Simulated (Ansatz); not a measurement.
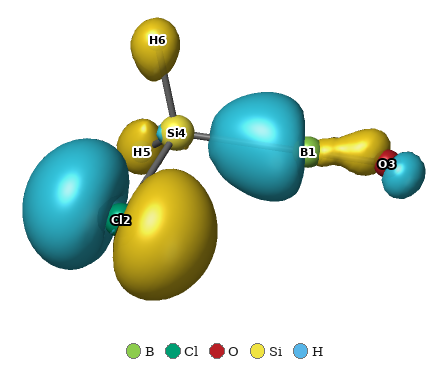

The picture shows: BClH2OSi (SMILES O=B[SiH2]Cl). The HOMO at ±0.15 Å⁻³ᐟ² (yellow and cyan are the two phases), seen at an oblique angle.

Geometry: B3LYP-D3(BJ)/def2-SVP.

All numbers below come from isolated molecule in a Gaussian basis; Kohn-Sham density functional theory, functional PBE0 (Ansatz 0.2.0).

```tsv
atom	x (Å)	y (Å)	z (Å)
B	-2.1761	-0.7158	-0.4779
Cl	-4.7161	0.9185	-1.7695
O	-1.8515	-1.7768	-0.0115
Si	-2.7121	1.0454	-1.2513
H	-1.8970	1.3234	-2.4601
H	-2.5223	2.1103	-0.2348
```

Question: Describe this orbital and give its energy.

Answer: It lies mainly on Cl2 (about 65 %), Si4 (about 15 %) and B1 (about 10 %). Its energy is −9.59 eV.
